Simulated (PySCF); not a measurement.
# C₅H₁₁O₂P− (doublet): open-shell or spin-flip excitations

Aim: compute the open-shell or spin-flip excitations of C₅H₁₁O₂P− (doublet) (`C=C(C)[P@@](=O)(O)CC`).

Programs: PySCF 2.14.0, with routines of our own; each step states its level. All values are computed. Atoms count from 0.

## (1) The starting structure

19 atoms, charge -1, multiplicity 2; geometry from: GFN2-xTB.

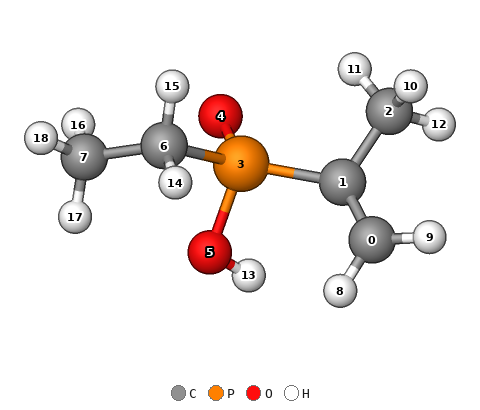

The starting geometry (carbon grey, phosphorus orange, oxygen red, hydrogen white).

## (2) Open-shell or spin-flip excitations: unrestricted TDDFT CAM-B3LYP/def2-SVP in dichloromethane

What the job is given:

```
{"job": {"kind": "uabs", "xc": "CAM-B3LYP", "basis": "def2-SVP", "nstates": 10, "tda": false, "solvent": "dichloromethane", "pol": false}, "charge": -1, "multiplicity": 2}
C     -2.027385     1.381795    -0.443951
C     -1.625074     0.073784    -0.236237
C     -2.463205    -0.810152     0.651283
P      0.118316    -0.417672    -0.252635
O      0.303996    -1.885004    -0.414924
O      0.615348     0.363565    -1.639544
C      1.666639     0.244378     0.721643
C      2.966856    -0.184900     0.072192
H     -1.448486     2.065785    -1.043284
H     -2.963307     1.753452    -0.051204
H     -2.686558    -0.356742     1.623588
H     -1.933449    -1.746445     0.817835
H     -3.418506    -1.032258     0.166595
H     -0.146575     0.303681    -2.217523
H      1.598325     1.330626     0.799213
H      1.581752    -0.179136     1.726925
H      2.937057    -1.258010    -0.103594
H      3.084695     0.312111    -0.887691
H      3.829758     0.050390     0.703851
```

Level: unrestricted TDDFT CAM-B3LYP/def2-SVP, vertical, IEF-PCM dichloromethane (non-equilibrium linear response), core orbitals frozen in the response.

Started as:

```console
OMP_NUM_THREADS=1 python excited_run.py task.json out
```

One launch serves the whole session: the jobs run in the order shown.

Standard output:

```text
coarse grid: 16048 points
cycle   1  E = -688.1288764294  dE =  1.080e+00  |g| = 7.819e-01  |ddm| = 3.259e+00
cycle   2  E = -687.9819529750  dE =  1.469e-01  |g| = 1.022e+00  |ddm| = 1.927e+00
cycle   3  E = -688.3717881755  dE = -3.898e-01  |g| = 1.077e-01  |ddm| = 1.182e+00
cycle   4  E = -688.3766057630  dE = -4.818e-03  |g| = 3.999e-02  |ddm| = 1.677e-01
cycle   5  E = -688.3773259610  dE = -7.202e-04  |g| = 1.199e-02  |ddm| = 4.949e-02
cycle   6  E = -688.3774168441  dE = -9.088e-05  |g| = 4.265e-03  |ddm| = 1.936e-02
cycle   7  E = -688.3774460853  dE = -2.924e-05  |g| = 2.177e-03  |ddm| = 1.494e-02
cycle   8  E = -688.3774574728  dE = -1.139e-05  |g| = 9.515e-04  |ddm| = 9.962e-03
cycle   9  E = -688.3774603631  dE = -2.890e-06  |g| = 4.659e-04  |ddm| = 5.966e-03
final grid: 149480 points
cycle  10  E = -688.4923126038  dE = -3.629e-05  |g| = 2.613e-03  |ddm| = 1.424e-02
cycle  11  E = -688.4923127916  dE = -1.879e-07  |g| = 2.756e-03  |ddm| = 6.230e-03
cycle  12  E = -688.4923163426  dE = -3.551e-06  |g| = 4.240e-04  |ddm| = 3.140e-03
cycle  13  E = -688.4923164170  dE = -7.434e-08  |g| = 1.621e-04  |ddm| = 5.517e-04
cycle  14  E = -688.4923164368  dE = -1.987e-08  |g| = 5.294e-05  |ddm| = 3.237e-04
cycle  15  E = -688.4923164407  dE = -3.866e-09  |g| = 2.918e-05  |ddm| = 1.294e-04
cycle  16  E = -688.4923164433  dE = -2.630e-09  |g| = 1.633e-05  |ddm| = 1.624e-04
cycle  17  E = -688.4923164438  dE = -4.345e-10  |g| = 4.321e-06  |ddm| = 6.460e-05
converged SCF energy = -688.4923164438

<S^2> of the reference = 0.7585 (exact 0.7500)

Excitations
state   eV       nm        f      <S^2>   main configurations
  1   3.1735    390.7   0.11127   0.803   Ha->La 0.58, Ha->L+1a 0.30
  2   3.8203    324.5   0.02131   0.780   Ha->L+1a 0.33, Ha->La 0.24, Ha->L+3a 0.21, Ha->L+2a 0.20
  3   4.2468    291.9   0.04225   0.784   Hb->Lb 0.34, Ha->L+2a 0.29, Ha->L+3a 0.24
  4   4.3374    285.8   0.11577   0.806   Hb->Lb 0.53, Ha->L+2a 0.18, Ha->L+3a 0.16
  5   4.5601    271.9   0.02406   0.788   Ha->L+6a 0.23, Ha->L+1a 0.19, Ha->L+2a 0.15, Ha->L+3a 0.12
  6   5.0585    245.1   0.00589   0.789   Ha->L+4a 0.41, Ha->L+3a 0.17, Ha->L+2a 0.09, Ha->L+6a 0.09
  7   5.3856    230.2   0.00404   0.799   Ha->L+7a 0.64, Ha->L+5a 0.14
  8   5.6619    219.0   0.00680   0.834   Ha->L+6a 0.20, H-1b->Lb 0.19, Ha->L+4a 0.13, Ha->L+9a 0.09
  9   5.7252    216.6   0.05916   0.933   H-1b->Lb 0.58, Ha->L+6a 0.13, Ha->L+4a 0.12
 10   5.8124    213.3   0.04193   0.821   Ha->L+9a 0.45, Ha->L+8a 0.19, H-1b->Lb 0.09
```

It took 4.1 min on 1 thread of Intel Xeon at 2.50GHz, shared host; peak memory 0.96 GiB.

Key values:

```tsv
quantity	value
⟨S²⟩	0.758
```

Löwdin spin populations:

C0 0.51; C1 0.18; C2 0.00; P3 0.17; O4 0.03; O5 0.00; C6 0.06; C7 0.01; H8 0.00; H9 0.01; H10 0.02; H11 0.00; H12 0.01; H13 0.00; H14 0.00; H15 0.00; H16 0.00; H17 0.00; H18 0.01

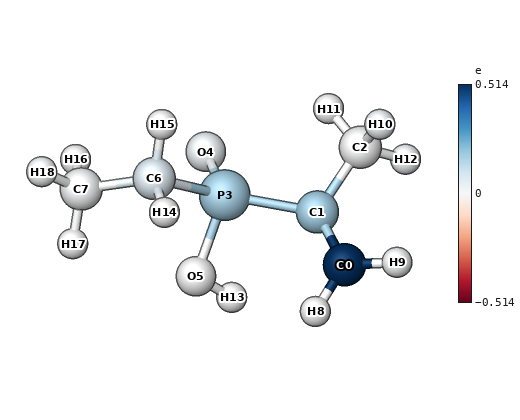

Löwdin spin populations, as colours on the atoms.

## (3) Open-shell or spin-flip excitations: unrestricted TDDFT CAM-B3LYP/def2-SVP

The job, as its differences from that of step 2:

```diff
@@ -1,2 +1,2 @@
-{"job": {"kind": "uabs", "xc": "CAM-B3LYP", "basis": "def2-SVP", "nstates": 10, "tda": false, "solvent": "dichloromethane", "pol": false}, "charge": -1, "multiplicity": 2}
+{"job": {"kind": "uabs", "xc": "CAM-B3LYP", "basis": "def2-SVP", "nstates": 10, "tda": false}, "charge": -1, "multiplicity": 2}
 C     -2.027385     1.381795    -0.443951
```

With the program's defaults for keys left out, this is: unrestricted TDDFT CAM-B3LYP/def2-SVP, vertical, gas phase, core orbitals frozen in the response.

Standard output:

```text
coarse grid: 16048 points
cycle   1  E = -688.0314469894  dE =  1.177e+00  |g| = 7.962e-01  |ddm| = 3.261e+00
cycle   2  E = -687.8096174747  dE =  2.218e-01  |g| = 1.123e+00  |ddm| = 2.312e+00
cycle   3  E = -688.2890367991  dE = -4.794e-01  |g| = 1.477e-01  |ddm| = 1.530e+00
cycle   4  E = -688.2980504917  dE = -9.014e-03  |g| = 4.876e-02  |ddm| = 2.321e-01
cycle   5  E = -688.2990518335  dE = -1.001e-03  |g| = 1.550e-02  |ddm| = 6.268e-02
cycle   6  E = -688.2991882650  dE = -1.364e-04  |g| = 4.649e-03  |ddm| = 2.342e-02
cycle   7  E = -688.2992219620  dE = -3.370e-05  |g| = 2.476e-03  |ddm| = 1.484e-02
cycle   8  E = -688.2992343330  dE = -1.237e-05  |g| = 1.135e-03  |ddm| = 9.282e-03
cycle   9  E = -688.2992378506  dE = -3.518e-06  |g| = 5.593e-04  |ddm| = 6.005e-03
final grid: 149480 points
cycle  10  E = -688.4141534990  dE = -3.599e-05  |g| = 2.646e-03  |ddm| = 1.430e-02
cycle  11  E = -688.4141533231  dE =  1.759e-07  |g| = 2.912e-03  |ddm| = 6.773e-03
cycle  12  E = -688.4141572953  dE = -3.972e-06  |g| = 4.876e-04  |ddm| = 3.644e-03
cycle  13  E = -688.4141573932  dE = -9.795e-08  |g| = 1.644e-04  |ddm| = 6.498e-04
cycle  14  E = -688.4141574145  dE = -2.125e-08  |g| = 6.339e-05  |ddm| = 3.380e-04
cycle  15  E = -688.4141574188  dE = -4.341e-09  |g| = 3.157e-05  |ddm| = 1.401e-04
cycle  16  E = -688.4141574218  dE = -2.951e-09  |g| = 1.712e-05  |ddm| = 1.726e-04
cycle  17  E = -688.4141574222  dE = -4.457e-10  |g| = 4.445e-06  |ddm| = 6.763e-05
converged SCF energy = -688.4141574222

Static polarisability (au): isotropic 95.670, principal 68.950 84.188 133.871

<S^2> of the reference = 0.7589 (exact 0.7500)

Excitations
state   eV       nm        f      <S^2>   main configurations
  1   3.0830    402.2   0.06812   0.797   Ha->L+1a 0.60, Ha->La 0.24
  2   3.5046    353.8   0.04086   0.787   Ha->La 0.39, Ha->L+3a 0.36, Ha->L+2a 0.14
  3   3.8878    318.9   0.01238   0.785   Ha->L+2a 0.66, Ha->L+1a 0.15, Ha->L+3a 0.12
  4   4.1168    301.2   0.01388   0.789   Ha->L+3a 0.37, Ha->La 0.31, Ha->L+6a 0.15, Ha->L+1a 0.09
  5   4.3206    287.0   0.09780   0.807   Hb->Lb 0.72
  6   4.6113    268.9   0.01063   0.782   Ha->L+6a 0.31, Ha->L+5a 0.30, Hb->Lb 0.10, Ha->L+3a 0.09
  7   5.0382    246.1   0.00921   0.797   Ha->L+5a 0.36, Ha->L+8a 0.35
  8   5.2162    237.7   0.00651   0.799   Ha->L+4a 0.64, Ha->L+6a 0.17
  9   5.3368    232.3   0.00281   0.802   Ha->L+8a 0.36, Ha->L+5a 0.18, Ha->L+4a 0.14, Ha->L+6a 0.14
 10   5.4852    226.0   0.01668   0.850   Ha->L+9a 0.51, H-1b->Lb 0.24
```

Run time: 4.9 min. Hardware: 1 thread of Intel Xeon at 2.50GHz, shared host; peak memory 0.78 GiB.

Warnings kept with the result: the highest occupied orbital has positive energy: the anion is not bound at this level.

In short:

```tsv
quantity	value
⟨S²⟩	0.759
```

## (4) Open-shell or spin-flip excitations: unrestricted TDA CAM-B3LYP/def2-SVP

The job, as its differences from that of step 3:

```diff
@@ -1,2 +1,2 @@
-{"job": {"kind": "uabs", "xc": "CAM-B3LYP", "basis": "def2-SVP", "nstates": 10, "tda": false}, "charge": -1, "multiplicity": 2}
+{"job": {"kind": "uabs", "xc": "CAM-B3LYP", "basis": "def2-SVP", "nstates": 25, "tda": true}, "charge": -1, "multiplicity": 2}
 C     -2.027385     1.381795    -0.443951
```

Level: unrestricted TDA CAM-B3LYP/def2-SVP, vertical, gas phase, core orbitals frozen in the response.

Standard output:

```text
coarse grid: 16048 points
cycle   1  E = -688.0314469894  dE =  1.177e+00  |g| = 7.962e-01  |ddm| = 3.261e+00
cycle   2  E = -687.8096174747  dE =  2.218e-01  |g| = 1.123e+00  |ddm| = 2.312e+00
cycle   3  E = -688.2890367991  dE = -4.794e-01  |g| = 1.477e-01  |ddm| = 1.530e+00
cycle   4  E = -688.2980504917  dE = -9.014e-03  |g| = 4.876e-02  |ddm| = 2.321e-01
cycle   5  E = -688.2990518335  dE = -1.001e-03  |g| = 1.550e-02  |ddm| = 6.268e-02
cycle   6  E = -688.2991882650  dE = -1.364e-04  |g| = 4.649e-03  |ddm| = 2.342e-02
cycle   7  E = -688.2992219620  dE = -3.370e-05  |g| = 2.476e-03  |ddm| = 1.484e-02
cycle   8  E = -688.2992343330  dE = -1.237e-05  |g| = 1.135e-03  |ddm| = 9.282e-03
cycle   9  E = -688.2992378506  dE = -3.518e-06  |g| = 5.593e-04  |ddm| = 6.005e-03
final grid: 149480 points
cycle  10  E = -688.4141534990  dE = -3.599e-05  |g| = 2.646e-03  |ddm| = 1.430e-02
cycle  11  E = -688.4141533231  dE =  1.759e-07  |g| = 2.912e-03  |ddm| = 6.773e-03
cycle  12  E = -688.4141572953  dE = -3.972e-06  |g| = 4.876e-04  |ddm| = 3.644e-03
cycle  13  E = -688.4141573932  dE = -9.795e-08  |g| = 1.644e-04  |ddm| = 6.498e-04
cycle  14  E = -688.4141574145  dE = -2.125e-08  |g| = 6.339e-05  |ddm| = 3.380e-04
cycle  15  E = -688.4141574188  dE = -4.341e-09  |g| = 3.157e-05  |ddm| = 1.401e-04
cycle  16  E = -688.4141574218  dE = -2.951e-09  |g| = 1.712e-05  |ddm| = 1.726e-04
cycle  17  E = -688.4141574222  dE = -4.457e-10  |g| = 4.445e-06  |ddm| = 6.763e-05
converged SCF energy = -688.4141574222

Static polarisability (au): isotropic 95.670, principal 68.950 84.188 133.871

<S^2> of the reference = 0.7589 (exact 0.7500)

Excitations
state   eV       nm        f      <S^2>   main configurations
  1   3.1605    392.3   0.06217   0.792   Ha->L+1a 0.56, Ha->La 0.32
  2   3.5511    349.1   0.05745   0.789   Ha->L+3a 0.37, Ha->La 0.32, Ha->L+2a 0.14, Ha->L+1a 0.10
  3   3.9045    317.5   0.01500   0.784   Ha->L+2a 0.70, Ha->L+1a 0.13, Ha->L+3a 0.09
  4   4.1345    299.9   0.01977   0.790   Ha->L+3a 0.39, Ha->La 0.30, Ha->L+6a 0.14, Ha->L+1a 0.09
  5   4.4684    277.5   0.08502   0.800   Hb->Lb 0.53, Ha->L+5a 0.18, Ha->L+6a 0.11
  6   4.6603    266.0   0.03307   0.780   Hb->Lb 0.29, Ha->L+6a 0.26, Ha->L+5a 0.19
  7   5.0517    245.4   0.01138   0.797   Ha->L+5a 0.37, Ha->L+8a 0.34
  8   5.2314    237.0   0.00983   0.799   Ha->L+4a 0.65, Ha->L+6a 0.17
  9   5.3504    231.7   0.00304   0.800   Ha->L+8a 0.37, Ha->L+5a 0.18, Ha->L+6a 0.15, Ha->L+4a 0.12
 10   5.5082    225.1   0.02032   0.841   Ha->L+9a 0.51, H-1b->Lb 0.23
 11   5.6484    219.5   0.09444   0.966   H-1b->Lb 0.59, Ha->L+9a 0.15
 12   5.9013    210.1   0.01911   0.799   Ha->L+10a 0.52, Ha->L+12a 0.20, Ha->L+7a 0.14
 13   6.1260    202.4   0.00759   0.866   Ha->L+11a 0.53, Ha->L+9a 0.15, Ha->L+12a 0.11
 14   6.1745    200.8   0.01379   1.125   H-2b->Lb 0.79
 15   6.2021    199.9   0.00173   0.824   Ha->L+7a 0.62, Ha->L+11a 0.17, Ha->L+10a 0.09
 16   6.4953    190.9   0.00697   1.967   Hb->L+2b 0.47, Hb->L+1b 0.36
 17   6.8060    182.2   0.01512   1.751   Hb->L+4b 0.23, Ha->L+12a 0.14, Hb->L+3b 0.10, Ha->L+10a 0.09
 18   6.8467    181.1   0.00189   1.272   Ha->L+12a 0.22, Ha->L+10a 0.19, Hb->L+4b 0.12, Ha->L+8a 0.09
 19   6.9491    178.4   0.03005   2.008   H-1a->L+1a 0.34, H-1a->La 0.15, H-1a->L+2a 0.08
 20   7.0227    176.5   0.01014   1.904   Hb->L+3b 0.41, Hb->L+2b 0.20, Hb->L+4b 0.17
 21   7.1394    173.7   0.00793   0.927   H-3b->Lb 0.49
 22   7.2855    170.2   0.02827   1.996   H-1b->L+1b 0.53, H-3b->Lb 0.14
 23   7.4780    165.8   0.00975   1.567   H-1a->La 0.54, H-2a->L+1a 0.08
 24   7.5303    164.6   0.00014   2.055   H-3a->L+1a 0.16, H-2b->L+1b 0.14, H-3a->La 0.12, H-4b->Lb 0.12
 25   7.5779    163.6   0.01308   1.675   Hb->L+1b 0.22, Hb->L+7b 0.17, Hb->L+3b 0.13, H-1b->L+1b 0.09
```

It took 4.9 min on 1 thread of Intel Xeon at 2.50GHz, shared host; peak memory 0.78 GiB.

Warnings kept with the result: the highest occupied orbital has positive energy: the anion is not bound at this level.

In short:

```tsv
quantity	value
⟨S²⟩	0.759
```

## (5) Summary of results

| quantity | value |
| --- | --- |
| lowest and brightest state of nearly pure spin, of 10 (step 2, unrestricted TDDFT CAM-B3LYP/def2-SVP in dichloromethane) | 3.17 eV; 4.34 eV, f = 0.116 |
| lowest and brightest state of nearly pure spin, of 10 (step 3, unrestricted TDDFT CAM-B3LYP/def2-SVP) | 3.08 eV; 4.32 eV, f = 0.098 |
| lowest and brightest state of nearly pure spin, of 25 (step 4, unrestricted TDA CAM-B3LYP/def2-SVP) | 3.16 eV; 4.47 eV, f = 0.085 |

What this shows: States whose ⟨S²⟩ lies well above the reference's are mixtures of spin states, an artefact of the unrestricted response, and are left out of the summary. For an anion in the gas phase, states above the energy of detachment are held by the basis alone, so excitations and responses hang on it. The lowest state of nearly pure spin runs from 3.08 to 3.17 eV over the runs.
